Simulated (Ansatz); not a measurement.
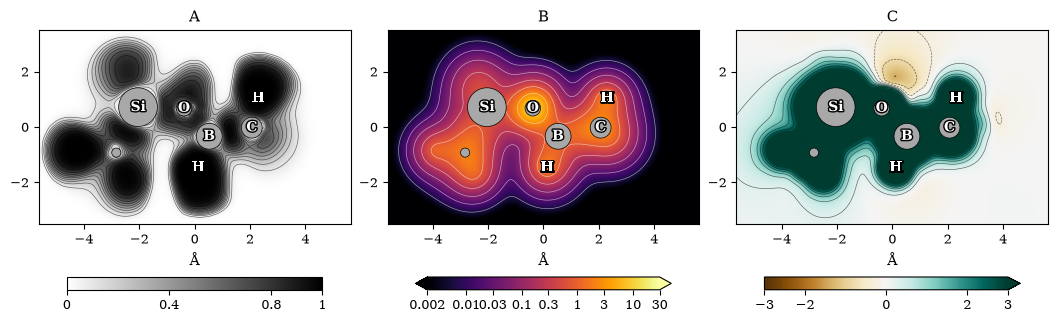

C2H8BFOSi (SMILES CBO[SiH](C)F): 3 fields on the plane of atoms C1, B2 and O3, with unlabelled colour scales. Grey discs cover the atomic cores.

Method: RKS B3LYP-D4/6-31G* in Ansatz.

```
atom    x (Å)    y (Å)    z (Å)
   C   0.6179  -2.6435   0.1394
   B   0.4817  -1.0920  -0.0322
   O  -0.5952  -0.4301   0.4821
  Si  -1.0230   1.1749   0.5393
   C  -0.0570   2.2336  -0.6492
   F  -0.7459   1.6838   2.0441
   H  -0.2244  -3.1018   0.6678
   H   0.7293  -3.1298  -0.8403
   H   1.5429  -2.8780   0.6866
   H   1.3199  -0.4562  -0.6224
   H  -2.4853   1.2327   0.3136
   H  -0.2131   1.9055  -1.6832
   H  -0.3783   3.2788  -0.5744
   H   1.0174   2.1929  -0.4425
```

Question: Match the panels to the quantities (electron density, electron localisation function and electrostatic potential).

Answer: Panel A: electron localisation function. Panel B: electron density. Panel C: electrostatic potential (strongly positive close to the atoms, with negative regions outside electron-rich atoms). From the grid: B–O (1.36 Å): ρ is about 2 e/Å³ halfway; the ELF peaks at about 0.90 between the atoms, as expected for a polar covalent bond. C–B (1.57 Å): the density is about 1.5 e/Å³ at the midpoint; the ELF peaks at about 1 between the atoms: localised, covalent bonding.
